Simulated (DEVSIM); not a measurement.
Structure: Au/SiON/p-InP capacitor, at 300 K.

| layer (left to right) | material | thickness (nm) | Na (cm⁻³) |
|---|---|---|---|
| 1 | SiON | 3.70 | - |
| 2 | InP | 4800 | 8.5e15 |

Metal gate on the left, work function 5.1 eV. Fixed charge at the semiconductor interface -6.4e11 cm⁻² (in units of +e); no interface traps.

This is a model device: material constants are rounded textbook-type values typed into the input, and sizes, dopings and lifetimes were drawn at random. Values at 300 K.

```csv
parameter,SiON,InP
gap (eV),7,1.344
affinity (eV),1.4,4.38
permittivity,5.5,12.5
Nc (cm⁻³),-,5.7e17
Nv (cm⁻³),-,1.1e19
```

Simulated with DEVSIM: 1D Poisson equation in equilibrium, Boltzmann statistics, complete ionisation; no quantum confinement or tunnelling. Metal contacts follow the ideal Schottky-Mott rule: no Fermi-level pinning, no interface dipoles.

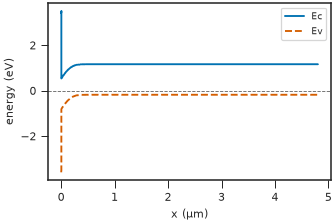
Fig. 1. Band edges at 0.3 V on the gate

Energies count from the Fermi level of the right contact; mesh points crowd at the junctions.

| x (μm) | Ec (eV) | Ev (eV) | n (cm⁻³) | p (cm⁻³) | field (V/cm) |
|---|---|---|---|---|---|
| 0.000 | 3.400 | -3.600 | < 1e2 | < 1e2 | 300000 |
| 0.001054 | 3.431 | -3.569 | < 1e2 | < 1e2 | 300000 |
| 0.002379 | 3.471 | -3.529 | < 1e2 | < 1e2 | 300000 |
| 0.003498 | 3.504 | -3.496 | < 1e2 | < 1e2 | 300000 |
| 0.005247 | 0.536 | -0.808 | 5.7e8 | 290000 | 38000 |
| 0.008442 | 0.548 | -0.796 | 3.5e8 | 470000 | 38000 |
| 0.01541 | 0.574 | -0.770 | 1.3e8 | 1300000 | 37000 |
| 0.03810 | 0.655 | -0.689 | 5600000 | 3.0e7 | 34000 |
| 0.08007 | 0.788 | -0.556 | 33000 | 5.1e9 | 29000 |
| 0.1716 | 1.003 | -0.341 | < 1e2 | 2.1e13 | 18000 |
| 0.3710 | 1.154 | -0.190 | < 1e2 | 7.0e15 | 1100 |
| 1.021 | 1.159 | -0.185 | < 1e2 | 8.5e15 | ≈ 0 |
| 2.223 | 1.159 | -0.185 | < 1e2 | 8.5e15 | ≈ 0 |
| 3.586 | 1.159 | -0.185 | < 1e2 | 8.5e15 | ≈ 0 |
| 4.378 | 1.159 | -0.185 | < 1e2 | 8.5e15 | ≈ 0 |
| 4.609 | 1.159 | -0.185 | < 1e2 | 8.5e15 | ≈ 0 |
| 4.712 | 1.159 | -0.185 | < 1e2 | 8.5e15 | ≈ 0 |
| 4.762 | 1.159 | -0.185 | < 1e2 | 8.5e15 | ≈ 0 |
| 4.790 | 1.159 | -0.185 | < 1e2 | 8.5e15 | ≈ 0 |
| 4.798 | 1.159 | -0.185 | < 1e2 | 8.5e15 | ≈ 0 |
| 4.802 | 1.159 | -0.185 | < 1e2 | 8.5e15 | ≈ 0 |
| 4.804 | 1.159 | -0.185 | < 1e2 | 8.5e15 | ≈ 0 |
